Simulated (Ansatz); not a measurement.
**HIO2Si: density, localisation and related maps**

Input file:

```
crystal:
  periodic: [false, false, false]
  atoms:
    - { symbol: O, position_ang: [-0.66382, -1.73185, 0.88141] }
    - { symbol: Si, position_ang: [-0.23745, -0.46103, 0.21278] }
    - { symbol: O, position_ang: [1.18406, 0.25442, 0.27929] }
    - { symbol: I, position_ang: [-1.70627, 0.87124, -1.20992] }
    - { symbol: H, position_ang: [1.42348, 1.06723, -0.16357] }
basis:
  gaussian: { orbitals: def2-SVP }
hamiltonian:
  xc: pbe
  dispersion: d4
relax:
  f_tol: 0.02
  max_steps: 50
output:
  orbitals: {}
```

Launched as:

```sh
ansatz run input.yaml --threads 1 --pin off --max-ram 2048MiB --backend cpu --events-out ev --progress --plain --runs-dir out
```

The fields are those of the relaxed geometry.

Core potentials replace the inner electrons of I.

All numbers below come from RKS PBE-D4/def2-SVP (Ansatz).

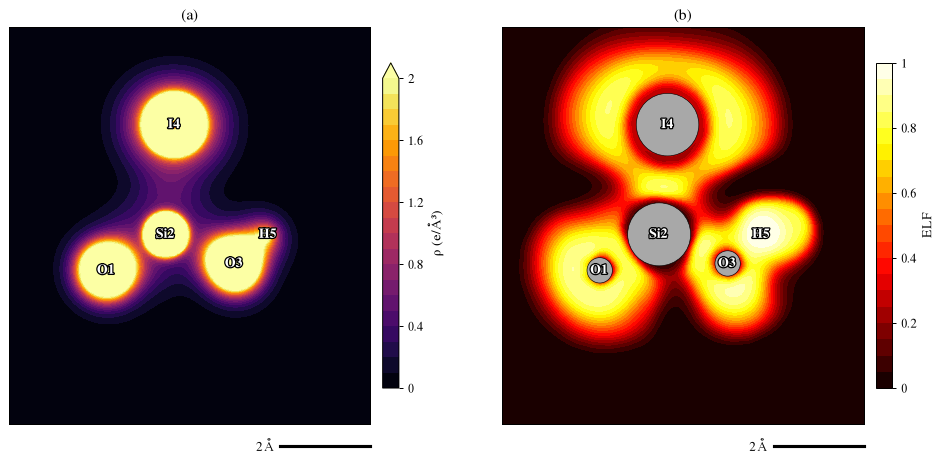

Figure 1. (a) electron density; (b) ELF on the molecular plane. Grey discs cover the atomic cores in the ELF map.

> Interpret the plot.

The plane passes through O, Si, I and H nuclei.
Si–O (1.54 Å): ρ is about 1.4 e/Å³ halfway; the ELF peaks at about 0.80 between the atoms, as expected for a polar covalent bond.
Si–I (2.44 Å): ρ at the midpoint is about 0.62 e/Å³, with its minimum of 0.55 e/Å³ about 0.9 Å from Si; the ELF peaks at about 0.85 between the atoms: a shared electron pair.
O–H (0.98 Å): ρ is about 3.6 e/Å³ halfway; the ELF climbs to about 1 towards the hydrogen, as it does in any bond to H; an ordinary covalent bond to hydrogen.
Si–O (1.65 Å): ρ at the midpoint is about 1.1 e/Å³; the ELF peaks at about 0.85 between the atoms (a polar covalent bond).
The ELF also peaks beside O1, O3 and I4, away from the bonds: lone-pair regions.

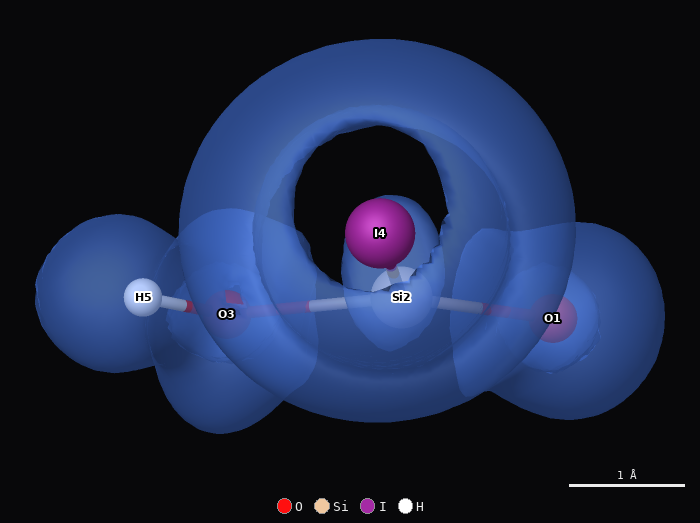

Figure 2. Isosurface of the electron localisation function at 0.75 (blue), seen from one side. Only the valence region is drawn (cores and ρ < 0.01 e/Å³ removed).

> Identify the bonds, lone pairs and shells in this picture.

The ELF exceeds this value in one region between bonded I–Si atoms (shared pairs), one ring or bowl of non-bonding electrons around I, one region wrapped around O (its lone pairs, merged into a ring or cap) and one joined region spread over several atoms (H, O), in which their bonds and any lone pairs are merged.

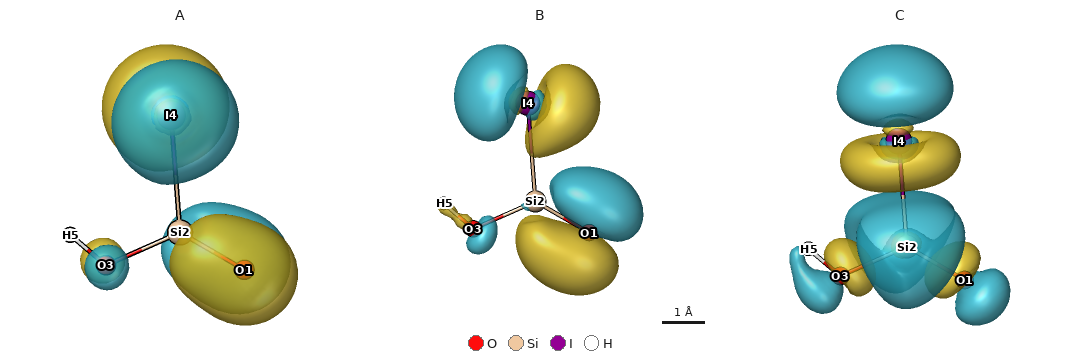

Figure 3. Three frontier orbitals at ±0.08 Å⁻³ᐟ² (yellow and cyan are the two phases), in no order.

> Order the three orbitals by energy and name them.

A is the HOMO−1 (−7.12 eV). It lies mainly on O1 (about 50 %), I4 (about 35 %) and Si2 (about 10 %); it changes sign across the molecular plane (π type); π-antibonding (a node) across Si2–I4. B is the HOMO (−6.76 eV). By Hirshfeld shares it lies mainly on O1 (about 65 %), I4 (about 25 %) and Si2 (about 10 %); it is symmetric in the molecular plane (an in-plane orbital: σ, lone-pair or in-plane π type). C is the LUMO (−2.79 eV). By Hirshfeld shares it lies mainly on Si2 (about 40 %), I4 (about 35 %), O1 (about 15 %) and O3 (about 10 %); it is symmetric in the molecular plane (an in-plane orbital: σ, lone-pair or in-plane π type).

> What is the HOMO–LUMO gap?

3.97 eV between the orbital energies.
